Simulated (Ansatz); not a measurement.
SiF4···HCl

The calculation's input:

```
crystal:
  periodic: [false, false, false]
  atoms:
    - { symbol: Si, position_ang: [0.213579, 0.0, -0.084087] }
    - { symbol: F, position_ang: [0.196477, 0.0, 1.5212] }
    - { symbol: F, position_ang: [1.757068, 0.0, -0.537981] }
    - { symbol: F, position_ang: [-0.477922, 1.327937, -0.656461] }
    - { symbol: F, position_ang: [-0.477922, -1.327937, -0.656461] }
    - { symbol: Cl, position_ang: [-2.845525, 0.0, 1.250765] }
    - { symbol: H, position_ang: [-1.836756, 0.0, 2.129725] }
basis:
  gaussian: { orbitals: def2-SVP }
hamiltonian:
  xc: blyp
relax:
  f_tol: 0.03
  max_steps: 50
output:
  orbitals: {}
```

Run with:

```sh
ansatz run input.yaml --threads 2 --pin off --max-ram 3072MiB --backend cpu --events-out ev --progress --plain --runs-dir out
```

The fields are those of the run's last geometry, not of the input's.

Computed with RKS BLYP/def2-SVP in Ansatz.

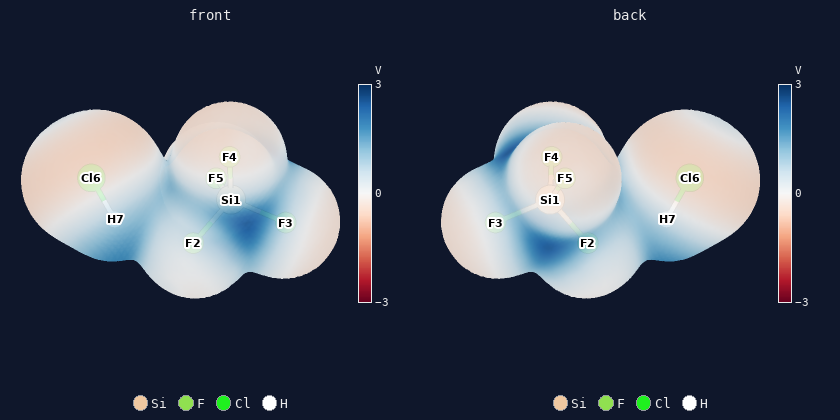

Figure 1. The electrostatic potential painted on the density surface at 0.002 e/bohr³, seen from the front and from behind; the colour scale runs from red (negative) to blue (positive).

### Describe the electrostatic potential map.

The most negative region (about −0.5 V) lies over Cl6, the most positive (about +2.4 V) over Si1. Cl6 shows a σ-hole: about +0.3 V at the tip opposite its bond, against about −0.4 V on its flanks.

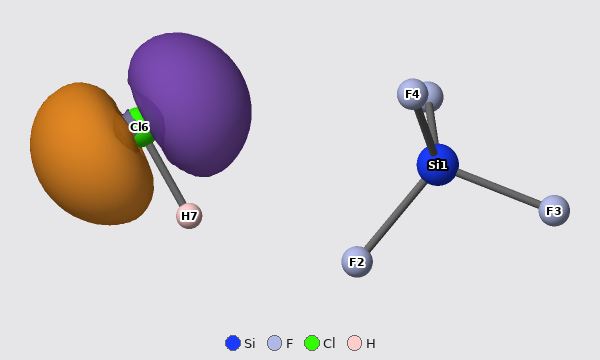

Figure 2. The HOMO−1 at ±0.2 Å⁻³ᐟ² (orange and purple are the two phases), seen across its widest extent.

### Where does this orbital lie, and at what energy?

It lies mainly on Cl6 (about 95 %); largely a lone pair of Cl6. Its energy is −7.37 eV.

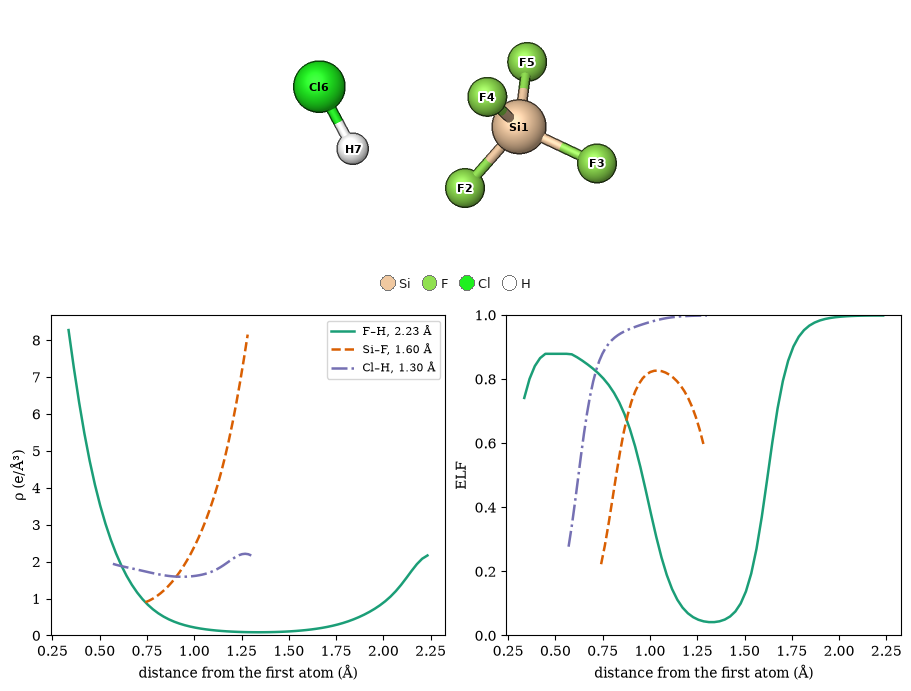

Figure 3. Electron density and electron localisation function along straight lines between neighbouring atoms. The curves leave out the atomic cores. The structure is drawn too.

### Compare the contacts.

F2···H7 (2.23 Å): the density falls to about 0.09 e/Å³ on the way; the ELF dips to about 0.05 between them.
Si–F (1.60 Å): ρ at the midpoint is about 1.1 e/Å³; the ELF peaks at about 0.85 in the valence shell of F, 0.6 Å from its nucleus, and is about 0.45 at the midpoint.
Cl–H (1.30 Å): ρ at the midpoint is about 1.8 e/Å³; the ELF climbs to about 1 towards the hydrogen, as it does in any bond to H.
